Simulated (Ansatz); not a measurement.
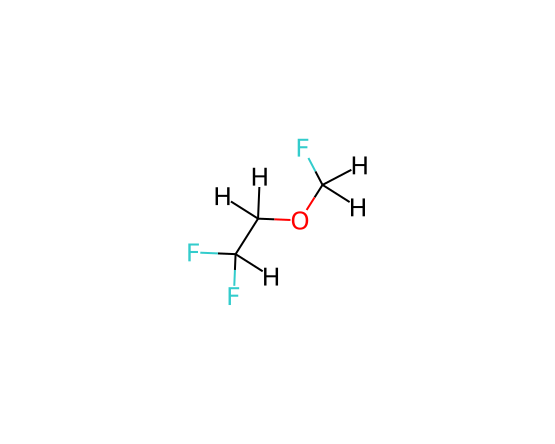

Computed geometry: PBE0-D4/def2-TZVP optimisation. No frequency run is at hand to confirm it as a minimum. Program: Ansatz 0.2.0.

Tabulate HOMO energy (eV), HOMO–LUMO gap (eV), dipole (D) at these levels: B3LYP-D4/def2-TZVPP; PBE-D4/def2-TZVPP; r2SCAN-D4/def2-TZVPP; ωB97M-V/def2-TZVPP.

| level | HOMO energy (eV) | HOMO–LUMO gap (eV) | dipole (D) |
| --- | --- | --- | --- |
| B3LYP-D4/def2-TZVPP | −8.66 | 9.65 | 2.14 |
| PBE-D4/def2-TZVPP | −7.21 | 7.63 | 1.98 |
| r2SCAN-D4/def2-TZVPP | −7.57 | 8.54 | 2.07 |
| ωB97M-V/def2-TZVPP | −11.29 | 14.19 | 2.12 |
